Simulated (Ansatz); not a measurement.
Input

```
crystal:
  periodic: [false, false, false]
  atoms:
    - {symbol: Si, position_ang: [1.129843, -0.421869, -1.083002]}
    - {symbol: Si, position_ang: [0.020087, 1.482191, 0.655813]}
    - {symbol: Si, position_ang: [-1.189814, -1.035227, 0.374230]}
    - {symbol: Si, position_ang: [-0.971315, 0.611032, -1.288897]}
    - {symbol: Ge, position_ang: [1.011189, -0.636117, 1.341856]}
basis:
  gaussian: {orbitals: def2-TZVPD, initial_orbitals: start.molden}
total_charge: -1
magnetization: {spin_polarized: true, initial_magnetization: 1}
hamiltonian: {xc: pbe0, dispersion: d4}
scf: {omitted_lower_state_checks: [starts]}
output: {orbitals: {seedname: orbitals}}
```

Run with:

```sh
ansatz run in.yaml --threads 4 --pin off --events-out ev --progress --plain --max-ram 4787MiB
```

Geometry: B3LYP-D4/def2-SVPD.

Computed with UKS PBE0-D4/def2-TZVPD (Ansatz 0.2.0).

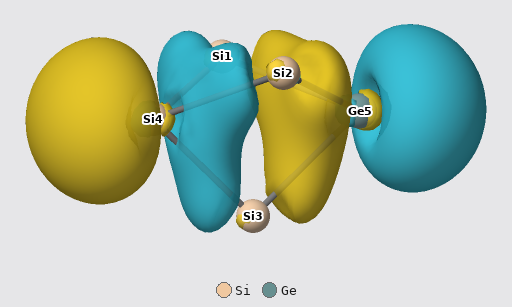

GeSi₄ (charge −1, doublet). The HOMO (α) at ±0.1 Å⁻³ᐟ² (yellow and cyan are the two phases), seen at a tilt.

> Where does this orbital lie, and at what energy?

It lies mainly on Ge5 (about 40 %), Si4 (about 40 %), Si1 (about 5 %), Si2 (about 5 %) and Si3 (about 5 %). Its energy is −1.63 eV.
